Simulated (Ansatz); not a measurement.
**Ti₁₈NO: geometry relaxation (part 2 of 2)**

Continued. System: Ti₁₈NO (slab, 20 atoms in the cell). Method: DFT PBE, scalar-relativistic, plane waves, PAW, no spin polarisation (Ansatz 0.2.0); cutoff 420 eV, 3×2×1 k-mesh, Gaussian smearing of 0.1 eV. The input holds or restrains some coordinates. Forces given for the steps count only the free coordinates. It belongs to a series of runs on one base structure; here: end point A relaxed.

Geometry of the input (Å; fractional positions):
```
5.9000  0.0000  0.0000
4.4250  7.6643  0.0000
0.0000  0.0000  16.6846
Ti 0.0000  0.0000  0.0599
Ti 0.5000  0.0000  0.0599
Ti 0.0000  0.3333  0.0599
Ti 0.5000  0.3333  0.0599
Ti -0.0000  0.6667  0.0599
Ti 0.5000  0.6667  0.0599
Ti -0.1667  0.2222  0.2003
Ti 0.3333  0.2222  0.2003
Ti -0.1667  0.5556  0.2003
Ti 0.3333  0.5556  0.2003
Ti -0.1667  0.8889  0.2003
Ti 0.3333  0.8889  0.2003
Ti 0.0000  0.0000  0.3407
Ti 0.5000  0.0000  0.3407
Ti 0.0000  0.3333  0.3407
Ti 0.5000  0.3333  0.3407
Ti -0.0000  0.6667  0.3407
Ti 0.5000  0.6667  0.3407
N  0.8385  0.2267  0.4426
O  0.8385  0.2267  0.5133
```

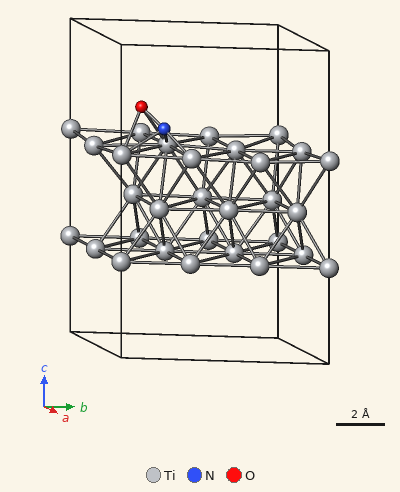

Fig. 1: The geometry at step 9 of the log (ball-and-stick view of the cell of the calculation, with the vacuum cut short, seen slightly off an axis).

### Output, continued
```
--- Forces (eV/Å), atoms counted from 1 ---
  atom   1  Ti     0.10267876    -0.11661370    -0.00879766
  atom   2  Ti     0.06644208     0.10721756     0.00460897
  atom   3  Ti     0.01977464     0.02921824     0.06042175
  atom   4  Ti    -0.23746509     0.11330661     0.05659560
  atom   5  Ti    -0.01923397    -0.08659432    -0.12468281
  atom   6  Ti     0.06784312    -0.04722343     0.01877294
  atom   7  Ti    -0.00695008     0.00164283     0.01045481
  atom   8  Ti     0.00273499     0.00307562    -0.00614545
  atom   9  Ti     0.01031109    -0.00966199    -0.00551353
  atom  10  Ti    -0.00066916     0.01094031     0.00929439
  atom  11  Ti    -0.00065264    -0.00391447    -0.00307308
  atom  12  Ti    -0.00055425     0.00002862     0.01200838
  atom  13  Ti     0.00764093     0.00322050    -0.00398503
  atom  14  Ti    -0.01018760    -0.01390740     0.00097695
  atom  15  Ti    -0.00802577    -0.00005000     0.00161815
  atom  16  Ti     0.00839147     0.01062460    -0.00461775
  atom  17  Ti     0.00555733    -0.00934619    -0.00693981
  atom  18  Ti    -0.01292704     0.00569272    -0.00111519
  atom  19  N     -0.01922118     0.00353706    -0.00209175
  atom  20  O      0.02449960    -0.00120981    -0.00785707
  max |Σ_I F_I| component: 6.72e-5 eV/Å
--- Band table (eV) ---
  k-point 0: bands = ["-53.6298", "-53.5793", "-53.5508", "-53.5110", "-53.4379", "-53.3883", "-53.3756", "-53.3627", "-53.3532", "-53.3502", "-53.3484", "-53.3134", "-53.1604", "-53.1148", "-53.0868", "-53.0693", "-53.0598", "-53.0279", "-30.1912", "-30.0718", "-30.0108", "-29.9721", "-29.9609", "-29.9541", "-29.9254", "-29.9119", "-29.8808", "-29.8762", "-29.8599", "-29.8575", "-29.8422", "-29.8302", "-29.8227", "-29.8190", "-29.8057", "-29.7880", "-29.7778", "-29.7697", "-29.7688", "-29.7467", "-29.7106", "-29.7011", "-29.6392", "-29.6206", "-29.6115", "-29.6062", "-29.5448", "-29.5343", "-29.5210", "-29.5095", "-29.4892", "-29.4805", "-29.4570", "-29.4316", "-29.4271", "-29.4241", "-29.4176", "-29.3995", "-29.3987", "-29.3428", "-29.3013", "-29.2934", "-29.2799", "-29.2706", "-29.2446", "-29.2376", "-29.2359", "-29.2273", "-29.2089", "-29.1986", "-29.1475", "-29.1374", "-19.3404", "-10.7721", "-4.6364", "-3.8406", "-3.4887", "-1.9807", "-0.4483", "-0.1759", "0.2163", "0.2733", "0.4549", "0.6685", "1.0897", "1.1737", "1.2008", "1.2497", "1.2843", "1.2897", "1.5423", "1.5808", "1.6400", "1.8196", "1.9470", "1.9923", "2.1342", "2.3714", "2.4351", "2.4698", "2.4878", "2.4965", "2.5287", "2.5533", "2.7033", "2.7721", "2.9365", "3.2004", "3.2356", "3.2977", "3.3616", "3.3914", "3.4623", "3.4910", "3.6282", "3.7007", "3.8157", "3.8358", "3.8707", "3.9852", "4.0239", "4.0673", "4.0757", "4.0866", "4.1045", "4.1370", "4.1675", "4.1865", "4.2057", "4.2360", "4.2785", "4.3286", "4.3382", "4.3539", "4.4408", "4.4837", "4.5298"]
  k-point 1: bands = ["-53.6287", "-53.5791", "-53.5524", "-53.5114", "-53.4230", "-53.4149", "-53.3679", "-53.3627", "-53.3520", "-53.3500", "-53.3452", "-53.3134", "-53.1586", "-53.1166", "-53.0874", "-53.0732", "-53.0555", "-53.0276", "-30.1970", "-30.0895", "-29.9970", "-29.9887", "-29.9725", "-29.9638", "-29.9377", "-29.9149", "-29.9134", "-29.8894", "-29.8725", "-29.8583", "-29.8446", "-29.8327", "-29.8312", "-29.8041", "-29.7874", "-29.7691", "-29.7668", "-29.7533", "-29.7278", "-29.7127", "-29.6860", "-29.6768", "-29.6214", "-29.6118", "-29.6097", "-29.5595", "-29.5540", "-29.5465", "-29.5387", "-29.5349", "-29.5112", "-29.4876", "-29.4767", "-29.4649", "-29.4509", "-29.4358", "-29.4317", "-29.4025", "-29.3437", "-29.3151", "-29.2896", "-29.2849", "-29.2646", "-29.2640", "-29.2503", "-29.2430", "-29.2343", "-29.2245", "-29.2222", "-29.2021", "-29.1831", "-29.1475", "-19.3402", "-10.7723", "-4.6217", "-3.8534", "-3.4849", "-1.3536", "-1.2295", "-0.1784", "0.0750", "0.3178", "0.3631", "1.0814", "1.0932", "1.1492", "1.1783", "1.1932", "1.2456", "1.3290", "1.3437", "1.5483", "1.5959", "1.6527", "1.7887", "1.9376", "2.1063", "2.3742", "2.4230", "2.4553", "2.4676", "2.5001", "2.5333", "2.6334", "2.9495", "2.9813", "3.0971", "3.1902", "3.2093", "3.3072", "3.3339", "3.4122", "3.4597", "3.5110", "3.5986", "3.6400", "3.7338", "3.8098", "3.8226", "3.9203", "3.9511", "4.0263", "4.0328", "4.1445", "4.1501", "4.1795", "4.2120", "4.2819", "4.3144", "4.3316", "4.4019", "4.4368", "4.4545", "4.4917", "4.5626", "4.5797", "4.6474"]
  k-point 2: bands = ["-53.6238", "-53.5796", "-53.5531", "-53.5151", "-53.4202", "-53.3943", "-53.3806", "-53.3705", "-53.3574", "-53.3450", "-53.3418", "-53.3201", "-53.1558", "-53.1138", "-53.0888", "-53.0745", "-53.0557", "-53.0302", "-30.1507", "-30.0383", "-29.9819", "-29.9554", "-29.9491", "-29.9378", "-29.9250", "-29.8872", "-29.8656", "-29.8551", "-29.8419", "-29.8372", "-29.8264", "-29.8172", "-29.8041", "-29.7932", "-29.7913", "-29.7766", "-29.7713", "-29.7588", "-29.7562", "-29.7466", "-29.7309", "-29.7129", "-29.6976", "-29.6941", "-29.6161", "-29.5920", "-29.5570", "-29.5351", "-29.5252", "-29.5114", "-29.5071", "-29.4924", "-29.4787", "-29.4600", "-29.4551", "-29.4514", "-29.4207", "-29.3965", "-29.3632", "-29.3585", "-29.3369", "-29.2901", "-29.2766", "-29.2677", "-29.2548", "-29.2365", "-29.2317", "-29.2255", "-29.2110", "-29.2060", "-29.1959", "-29.1613", "-19.3381", "-10.7721", "-4.5761", "-3.8477", "-3.4691", "-1.2858", "-0.1759", "-0.0800", "0.1802", "0.2360", "0.2947", "0.5398", "1.0747", "1.1346", "1.2286", "1.2738", "1.3385", "1.5721", "1.8104", "1.8716", "1.8999", "2.0407", "2.1178", "2.1323", "2.1928", "2.4505", "2.4670", "2.4928", "2.5195", "2.5684", "2.6292", "2.6620", "2.7797", "2.8453", "2.9444", "2.9777", "3.0628", "3.1882", "3.2285", "3.2791", "3.3326", "3.3861", "3.4204", "3.4494", "3.5141", "3.5445", "3.6290", "3.6427", "3.6872", "3.7429", "3.8255", "3.9137", "3.9760", "4.0078", "4.0621", "4.1742", "4.2403", "4.2676", "4.2970", "4.3116", "4.3496", "4.3832", "4.4282", "4.5355", "4.6055"]
  k-point 3: bands = ["-53.6239", "-53.5798", "-53.5531", "-53.5147", "-53.4204", "-53.3945", "-53.3839", "-53.3657", "-53.3535", "-53.3470", "-53.3447", "-53.3202", "-53.1561", "-53.1126", "-53.0922", "-53.0707", "-53.0568", "-53.0305", "-30.1531", "-30.0469", "-29.9889", "-29.9700", "-29.9500", "-29.9354", "-29.9193", "-29.8750", "-29.8669", "-29.8552", "-29.8505", "-29.8475", "-29.8393", "-29.8247", "-29.8168", "-29.8060", "-29.7931", "-29.7865", "-29.7706", "-29.7483", "-29.7324", "-29.7086", "-29.6982", "-29.6951", "-29.6801", "-29.6275", "-29.6202", "-29.6116", "-29.6045", "-29.5578", "-29.5385", "-29.5313", "-29.5236", "-29.5025", "-29.4697", "-29.4603", "-29.4547", "-29.4502", "-29.4256", "-29.3674", "-29.3557", "-29.3359", "-29.3005", "-29.2922", "-29.2884", "-29.2764", "-29.2616", "-29.2508", "-29.2346", "-29.2279", "-29.2229", "-29.2117", "-29.1863", "-29.1680", "-19.3381", "-10.7723", "-4.5697", "-3.8410", "-3.4700", "-1.3105", "-0.1831", "-0.1286", "-0.0182", "0.1479", "0.4784", "1.0976", "1.1043", "1.2552", "1.2721", "1.2990", "1.3398", "1.5449", "1.5658", "1.6151", "1.9683", "1.9871", "2.0393", "2.1236", "2.2174", "2.4511", "2.4687", "2.4878", "2.6153", "2.6286", "2.6566", "2.6831", "2.7139", "2.7538", "2.9335", "2.9979", "3.0373", "3.0864", "3.1651", "3.2000", "3.2464", "3.3067", "3.3572", "3.3903", "3.5292", "3.5859", "3.6756", "3.7056", "3.7507", "3.7774", "3.8627", "3.9099", "3.9712", "4.0560", "4.1673", "4.1702", "4.1810", "4.1899", "4.2286", "4.3559", "4.3818", "4.4335", "4.4842", "4.5785", "4.6131"]
--- Relaxed structure (18 steps of the walk, 18 accepted, 0 SCFs on fresh bases) ---
  F+E_penalty+E_count = -45936.27691532 eV   max|allowed force component| = 2.450e-2 eV/Å
  atoms:
    - { symbol: Ti, position: [0.0, 0.0, 0.05993550000000001] }
    - { symbol: Ti, position: [0.5, 0.0, 0.05993550000000001] }
    - { symbol: Ti, position: [-2.7755575615628914e-17, 0.33333330000000005, 0.05993550000000001] }
    - { symbol: Ti, position: [0.49999999999999994, 0.33333330000000005, 0.05993550000000001] }
    - { symbol: Ti, position: [-1.1102230246251565e-16, 0.6666667000000001, 0.05993550000000001] }
    - { symbol: Ti, position: [0.5000000000000001, 0.6666667000000001, 0.05993550000000001] }
    - { symbol: Ti, position: [-0.17670636457483144, 0.22185437617718384, 0.18732770548844574] }
    - { symbol: Ti, position: [0.3280718604983634, 0.221015564694173, 0.19372145028680107] }
    - { symbol: Ti, position: [-0.15919388074527063, 0.552840773852526, 0.19138110763753113] }
    - { symbol: Ti, position: [0.3352527997561631, 0.5589267342800003, 0.19079221886675526] }
    - { symbol: Ti, position: [-0.16256395200020202, 0.8859750851281738, 0.18920667579460682] }
    - { symbol: Ti, position: [0.3407699308130634, 0.8907419494185197, 0.19037560602657957] }
    - { symbol: Ti, position: [0.02040360490576609, -0.0025024464175676542, 0.3262677376449892] }
    - { symbol: Ti, position: [0.5232267649214747, 0.003331698765629961, 0.3305178776341328] }
    - { symbol: Ti, position: [-0.025191789986766133, 0.3338599259421252, 0.3339946354639208] }
    - { symbol: Ti, position: [0.47247788504656674, 0.3464238408301752, 0.3304583977645934] }
    - { symbol: Ti, position: [-0.0005578558210826978, 0.6650661956398483, 0.32478485277147773] }
    - { symbol: Ti, position: [0.4949164323077384, 0.6768187891911561, 0.3254487905677873] }
    - { symbol: N, position: [0.8188841067158441, 0.22019659526356722, 0.3948488278415019] }
    - { symbol: O, position: [0.6859799565368844, 0.12095014174192165, 0.4011424958453549] }
```

### Trajectory as extended XYZ (Å, eV, eV/Å), 5 of the 18 frames kept, from step=1 to step=18
```
20
Lattice="5.9000 0.0000 0.0000 4.4250 7.6643 0.0000 0.0000 0.0000 16.6846" Properties=species:S:1:pos:R:3:forces:R:3 step=1 energy=-45933.07761
Ti    0.0000    0.0000    1.0000    0.0063  -0.0066   0.4940
Ti    2.9500    0.0000    1.0000   -0.0087  -0.0060   0.4621
Ti    1.4750    2.5548    1.0000    0.0178   0.0116   0.4545
Ti    4.4250    2.5548    1.0000   -0.0207   0.0174   0.4503
Ti    2.9500    5.1095    1.0000    0.0103  -0.0295   0.3414
Ti    5.9000    5.1095    1.0000   -0.0087   0.0176   0.4228
Ti    0.0000    1.7032    3.3423   -0.0362  -0.0586  -0.1573
Ti    2.9500    1.7032    3.3423    0.0321  -0.1719  -0.1428
Ti    1.4750    4.2580    3.3423   -0.0223   0.0411  -0.0472
Ti    4.4250    4.2580    3.3423    0.0238   0.0916   0.0176
Ti    2.9500    6.8127    3.3423   -0.0500   0.0326  -0.0800
Ti    5.9000    6.8127    3.3423    0.0524   0.0450  -0.0563
Ti    0.0000    0.0000    5.6846    0.1087   0.6426   0.2979
Ti    2.9500    0.0000    5.6846   -0.0760  -0.1384  -0.3885
Ti    1.4750    2.5548    5.6846   -0.7006  -0.3983   0.5199
Ti    4.4250    2.5548    5.6846    0.6826  -0.3004   0.3825
Ti    2.9500    5.1095    5.6846    0.0199   0.0215  -0.3907
Ti    5.9000    5.1095    5.6846   -0.0471   0.1548  -0.4180
N     5.9504    1.7375    7.3846    0.0503   0.0775  -4.4636
O     5.9504    1.7375    8.5646   -0.0338  -0.0436   2.3041
20
Lattice="5.9000 0.0000 0.0000 4.4250 7.6643 0.0000 0.0000 0.0000 16.6846" Properties=species:S:1:pos:R:3:forces:R:3 step=5 energy=-45934.28202
Ti    0.0000    0.0000    1.0000   -0.0336  -0.0447  -0.1111
Ti    2.9500    0.0000    1.0000    0.0270   0.0489  -0.0060
Ti    1.4750    2.5548    1.0000    0.1287   0.0807   0.1290
Ti    4.4250    2.5548    1.0000   -0.1314   0.0899   0.0103
Ti    2.9500    5.1095    1.0000    0.0013  -0.0643  -0.0597
Ti    5.9000    5.1095    1.0000    0.0326  -0.1039   0.0884
Ti   -0.0016    1.7111    3.1485   -0.0202   0.0309  -0.0225
Ti    2.9651    1.6693    3.2098    0.0074   0.0161   0.0348
Ti    1.4923    4.2821    3.2171   -0.0078   0.0003  -0.0092
Ti    4.4139    4.2738    3.2092   -0.0136  -0.0087   0.0018
Ti    2.9646    6.7959    3.1810   -0.0176  -0.0107   0.0217
Ti    5.8842    6.8370    3.1687    0.0056  -0.0331  -0.0197
Ti    0.0089    0.0875    5.4504   -0.0282  -0.0910   0.1243
Ti    2.9369   -0.0984    5.4208    0.0198  -0.0201  -0.0001
Ti    1.4207    2.5348    5.4940    0.0734   0.0464  -0.0149
Ti    4.5178    2.5528    5.4795   -0.1395   0.0796   0.0598
Ti    2.9679    5.1460    5.4757    0.0201  -0.0136  -0.0058
Ti    5.9023    5.1821    5.4370   -0.0338   0.0457  -0.0214
N     5.9548    1.7727    6.7231    0.3461   0.0530   0.2351
O     5.7348    1.5415    7.9694   -0.2364  -0.1012  -0.4346
20
Lattice="5.9000 0.0000 0.0000 4.4250 7.6643 0.0000 0.0000 0.0000 16.6846" Properties=species:S:1:pos:R:3:forces:R:3 step=9 energy=-45935.36712
Ti    0.0000    0.0000    1.0000   -0.0601  -0.0419   0.0057
Ti    2.9500    0.0000    1.0000    0.0678   0.0619  -0.0158
Ti    1.4750    2.5548    1.0000    0.1894   0.0811   0.2492
Ti    4.4250    2.5548    1.0000   -0.1469   0.0352   0.0019
Ti    2.9500    5.1095    1.0000   -0.0246  -0.0066  -0.0878
Ti    5.9000    5.1095    1.0000   -0.0076  -0.0648  -0.0092
Ti   -0.0059    1.7260    3.1399   -0.0335   0.0003   0.0494
Ti    2.9830    1.6841    3.2245    0.0650   0.0369  -0.0156
Ti    1.4790    4.2870    3.1912   -0.0328   0.0669  -0.0739
Ti    4.3931    4.2560    3.1728    0.0411  -0.1079   0.0939
Ti    2.9639    6.7978    3.1829    0.0090  -0.0008   0.0718
Ti    5.8855    6.8341    3.1388   -0.0030   0.0400   0.1500
Ti    0.0452    0.0205    5.6004   -0.0484  -0.0206   0.4328
Ti    2.9348   -0.0693    5.4376    0.0117   0.1552   0.0552
Ti    1.5390    2.5916    5.5303    0.1775   0.1795  -0.1164
Ti    4.4714    2.6447    5.5823   -0.0286  -0.1695   0.2972
Ti    3.0122    5.1207    5.4631    0.0711  -0.0438  -0.0186
Ti    5.8790    5.1973    5.4027   -0.0050   0.0527  -0.0012
N     6.1155    1.8587    6.6176   -0.1525  -0.3141   0.7887
O     5.3067    1.1506    7.4606   -0.0895   0.0607  -1.8591
20
Lattice="5.9000 0.0000 0.0000 4.4250 7.6643 0.0000 0.0000 0.0000 16.6846" Properties=species:S:1:pos:R:3:forces:R:3 step=14 energy=-45936.24134
Ti    0.0000    0.0000    1.0000    0.0934  -0.1012  -0.0222
Ti    2.9500    0.0000    1.0000    0.0881   0.1098   0.0230
Ti    1.4750    2.5548    1.0000    0.0720   0.0226   0.1098
Ti    4.4250    2.5548    1.0000   -0.1493   0.1513   0.0570
Ti    2.9500    5.1095    1.0000    0.0567  -0.0669  -0.0743
Ti    5.9000    5.1095    1.0000    0.0183  -0.0309   0.0267
Ti   -0.0388    1.7036    3.1286    0.0024   0.0060  -0.0028
Ti    2.9633    1.7060    3.2336   -0.0759   0.0100  -0.0316
Ti    1.5079    4.2604    3.1832    0.0291  -0.0455   0.0172
Ti    4.4591    4.2844    3.2039    0.0293   0.0398  -0.0234
Ti    2.9723    6.8007    3.1710    0.0096  -0.0483  -0.0668
Ti    5.9548    6.8458    3.1731    0.0429  -0.0154   0.0260
Ti    0.1514   -0.0238    5.4465    0.1678  -0.0030  -0.0093
Ti    3.1739    0.0569    5.5117   -0.1177  -0.0919   0.0276
Ti    1.4517    2.5862    5.5671    0.0431   0.0461  -0.1006
Ti    4.3892    2.6472    5.5360    0.0435   0.2929  -0.1009
Ti    2.9948    5.1119    5.4320   -0.0203  -0.0153  -0.0166
Ti    5.9847    5.2078    5.4308   -0.0305  -0.0162  -0.0102
N     5.9450    1.7199    6.5450   -0.2215  -0.1158   0.1501
O     4.7176    0.9837    6.7261   -0.0808  -0.1280   0.0209
20
Lattice="5.9000 0.0000 0.0000 4.4250 7.6643 0.0000 0.0000 0.0000 16.6846" Properties=species:S:1:pos:R:3:forces:R:3 step=18 energy=-45936.27692
Ti    0.0000    0.0000    1.0000    0.1027  -0.1166  -0.0088
Ti    2.9500    0.0000    1.0000    0.0664   0.1072   0.0046
Ti    1.4750    2.5548    1.0000    0.0198   0.0292   0.0604
Ti    4.4250    2.5548    1.0000   -0.2375   0.1133   0.0566
Ti    2.9500    5.1095    1.0000   -0.0192  -0.0866  -0.1247
Ti    5.9000    5.1095    1.0000    0.0678  -0.0472   0.0188
Ti   -0.0609    1.7004    3.1255   -0.0069   0.0016   0.0105
Ti    2.9136    1.6939    3.2322    0.0027   0.0031  -0.0061
Ti    1.5071    4.2372    3.1931    0.0103  -0.0097  -0.0055
Ti    4.4512    4.2838    3.1833   -0.0007   0.0109   0.0093
Ti    2.9613    6.7904    3.1568   -0.0007  -0.0039  -0.0031
Ti    5.9521    6.8269    3.1763   -0.0006   0.0000   0.0120
Ti    0.1093   -0.0192    5.4436    0.0076   0.0032  -0.0040
Ti    3.1018    0.0255    5.5146   -0.0102  -0.0139   0.0010
Ti    1.3287    2.5588    5.5726   -0.0080  -0.0001   0.0016
Ti    4.3205    2.6551    5.5136    0.0084   0.0106  -0.0046
Ti    2.9396    5.0973    5.4189    0.0056  -0.0093  -0.0069
Ti    5.9149    5.1874    5.4300   -0.0129   0.0057  -0.0011
N     5.8058    1.6877    6.5879   -0.0192   0.0035  -0.0021
O     4.5825    0.9270    6.6929    0.0245  -0.0012  -0.0079
```
